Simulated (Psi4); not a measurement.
# NF3 (nitrogen trifluoride) at B2PLYP/cc-pVTZ (density fitting for correlation)

What is the vertical ionisation energy of NF3 (nitrogen trifluoride) at B2PLYP/cc-pVTZ (density fitting for correlation)? 

The results are computed with Psi4 1.11.

**1. Starting point**

NF3: 4 atoms, total charge 0, spin state singlet. SMILES: `FN(F)F`. The coordinates come from a PBE0-D4/def2-TZVP relaxation.

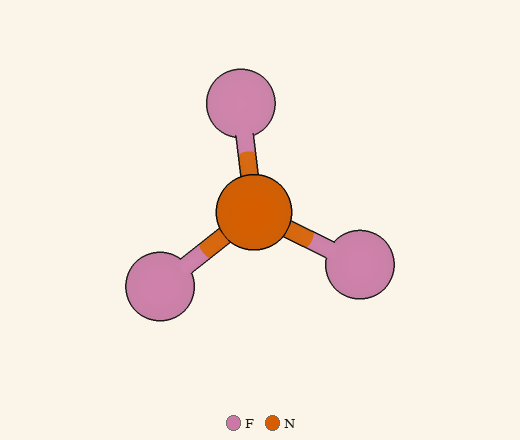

The structure, seen from a chosen angle (fluorine pink, nitrogen orange).

**2. A single-point energy at B2PLYP/cc-pVTZ (density fitting for correlation)**

File job.dat:

```
memory 2200 mb

molecule molecule1 {
  0 1
  F      0.614010     0.000340     1.066930
  N      0.353420    -0.074150    -0.266250
  F     -0.636280    -1.006490    -0.312240
  F     -0.331150     1.080310    -0.488440
  symmetry c1
}

set puream true
set e_convergence 1e-09
set d_convergence 1e-08
set scf_type pk
set dft_radial_points 99
set dft_spherical_points 590
set num_frozen_docc 4

result = energy("b2plyp/cc-pVTZ")
print_variables()
```

Command:

```
$ psi4 -n 1 job.dat job.out
```

job.out:

```text
[...]
  Running in c1 symmetry.
[...]
  Nuclear repulsion =  134.276059580442933
[...]
  Multiplicity = 1
[...]
  Nalpha       = 17
  Nbeta        = 17
[...]
    Number of basis functions: 120
[...]
   @RKS iter   1:  -353.61027516513866   -3.33085e-01   4.79468e-03 ADIIS/DIIS
[...]
   @RKS iter  11:  -353.71466818876786   -1.03455e-11   5.91768e-09 DIIS
[...]
    Orbital Energies [Eh]
    ---------------------
    Doubly Occupied:
       1A    -25.441286     2A    -25.441282     3A    -25.441263
       4A    -15.156187     5A     -1.560840     6A     -1.423351
       7A     -1.423343     8A     -0.952248     9A     -0.730723
      10A     -0.730721    11A     -0.700715    12A     -0.601719
      13A     -0.601717    14A     -0.552116    15A     -0.552114
      16A     -0.540248    17A     -0.441475
[...]
  @RKS Final Energy:  -353.71466818876786
   => Energetics <=
    Nuclear Repulsion Energy =            134.2760595804429329
    One-Electron Energy =                -758.2732486740516151
    Two-Electron Energy =                 288.5419404725955133
    DFT Exchange-Correlation Energy =     -18.2594195677547155
    Empirical Dispersion Energy =           0.0000000000000000
    VV10 Nonlocal Energy =                  0.0000000000000000
    Total Energy =                       -353.7146681887678596
[...]
 Multipole Moments:
 ------------------------------------------------------------------------------------
     Multipole            Electronic (a.u.)      Nuclear  (a.u.)        Total (a.u.)
 ------------------------------------------------------------------------------------
 L = 1.  Multiply by 2.5417464519 to convert [e a0] to [Debye]
 Dipole X            :         -0.1928221            0.2619290            0.0691069
 Dipole Y            :          0.0405051           -0.0549564           -0.0144512
 Dipole Z            :          0.1452746           -0.1973249           -0.0520504
 Magnitude           :                                                    0.0877145
[...]
```

Run time: 11 s. Hardware: 1 thread of Intel Xeon 6975P-C (Granite Rapids), shared host; peak memory 0.76 GiB.

**3. The doublet cation at the same level**

File f3n.json:

```json
{
  "schema_name": "qcschema_input",
  "schema_version": 1,
  "molecule": {
    "schema_name": "qcschema_molecule",
    "schema_version": 2,
    "symbols": ["F", "N", "F", "F"],
    "geometry": [1.16031074, 0.00064251, 2.01620549, 0.66786701, -0.14012319, -0.50313958, -1.20239494, -1.90199045, -0.59004809, -0.62578281, 2.04149003, -0.92301783],
    "molecular_charge": 1,
    "molecular_multiplicity": 2,
    "fix_symmetry": "c1",
    "fix_com": true,
    "fix_orientation": true
  },
  "driver": "energy",
  "model": {
    "method": "b2plyp",
    "basis": "cc-pVTZ"
  },
  "keywords": {
    "reference": "uks",
    "puream": true,
    "e_convergence": 1e-09,
    "d_convergence": 1e-08,
    "scf_type": "pk",
    "dft_radial_points": 99,
    "dft_spherical_points": 590,
    "num_frozen_docc": 4,
    "maxiter": 100
  }
}
```

Command:

```
$ psi4 --qcschema f3n.json -n 1 --memory 2200MB
```

stdout:

```text
[...]
  Running in c1 symmetry.
[...]
  Nuclear repulsion =  134.276059561418833
[...]
  Multiplicity = 2
[...]
  Nalpha       = 17
  Nbeta        = 16
[...]
    Number of basis functions: 120
[...]
   @UKS iter   1:  -352.98287297017112    2.94317e-01   6.43783e-03 ADIIS/DIIS
[...]
   @UKS iter  14:  -353.22350515984778   -1.04592e-11   3.69755e-09 DIIS
[...]
   @S^2 Observed:                7.689699118E-01
[...]
    Orbital Energies [Eh]
    ---------------------
    Alpha Occupied:
       1A    -25.814553     2A    -25.814550     3A    -25.814530
       4A    -15.599555     5A     -1.921084     6A     -1.777316
       7A     -1.777309     8A     -1.328736     9A     -1.086659
      10A     -1.086658    11A     -1.084950    12A     -0.949968
      13A     -0.949966    14A     -0.891807    15A     -0.891805
      16A     -0.881487    17A     -0.862773
    Alpha Virtual:
      18A     -0.267655    19A     -0.267643    20A     -0.227631
      21A      0.156508    22A      0.163020    23A      0.163021
      24A      0.227632    25A      0.463576    26A      0.463577
[...]
  @UKS Final Energy:  -353.22350515984778
   => Energetics <=
    Nuclear Repulsion Energy =            134.2760595614188333
    One-Electron Energy =                -746.2247417168034644
    Two-Electron Energy =                 276.7448813479071532
    DFT Exchange-Correlation Energy =     -18.0197043523702725
    Empirical Dispersion Energy =           0.0000000000000000
    VV10 Nonlocal Energy =                  0.0000000000000000
    Total Energy =                       -353.2235051598477753
[...]
 Multipole Moments:
 ------------------------------------------------------------------------------------
     Multipole            Electronic (a.u.)      Nuclear  (a.u.)        Total (a.u.)
 ------------------------------------------------------------------------------------
 L = 1.  Multiply by 2.5417464519 to convert [e a0] to [Debye]
 Dipole X            :          1.6739128           -1.3357340            0.3381787
 Dipole Y            :         -0.3513476            0.2804165           -0.0709311
 Dipole Z            :         -1.2610380            1.0062791           -0.2547589
 Magnitude           :                                                    0.4292997
[...]
```

The result, in JSON:

```text
{
 "driver": "energy",
 "model": {
  "method": "b2plyp",
  "basis": "cc-pVTZ"
 },
 "success": true,
 "return_result": -353.53758230156836,
 "properties": {
  "calcinfo_nbasis": 120,
  "calcinfo_nmo": 120,
  "calcinfo_nalpha": 17,
  "calcinfo_nbeta": 16,
  "calcinfo_natom": 4,
  "nuclear_repulsion_energy": 134.27605956141883,
  "return_energy": -353.53758230156836,
  "scf_one_electron_energy": -746.2247417168035,
  "scf_two_electron_energy": 276.74488134790715,
  "scf_xc_energy": -18.019704352370272,
  "scf_dipole_moment": [0.33817874270474846, -0.07093114042305809, -0.25475893394941074],
  "scf_total_energy": -353.2235051598478,
  "scf_iterations": 14
 }
}
```

It took 18 s on 1 thread of Intel Xeon 6975P-C (Granite Rapids), shared host; peak memory 0.76 GiB.

**4. What came out**

Level: B2PLYP/cc-pVTZ (density fitting for correlation), 4 core orbitals frozen.

```
                                                                quantity          value
                                               singlet NF3: total energy  -354.02687 Eh
                          singlet NF3: HOMO energy (SCF part's orbitals)      -12.01 eV
                          singlet NF3: LUMO energy (SCF part's orbitals)        3.06 eV
                        singlet NF3: HOMO–LUMO gap (SCF part's orbitals)       15.07 eV
                                            doublet cation: total energy  -353.53758 Eh
doublet cation: HOMO energy (SCF part's orbitals) (highest over α and β)      -23.48 eV
 doublet cation: LUMO energy (SCF part's orbitals) (lowest over α and β)      -14.68 eV
                                                    doublet cation: ⟨S²⟩          0.769
                      vertical ionisation energy (to the doublet cation)      13.314 eV
```

What this shows: Removing an electron at fixed nuclei costs 13.31 eV (307 kcal/mol). −ε(HOMO) before ionisation, 12.01 eV, is 1.30 eV below this ionisation energy.
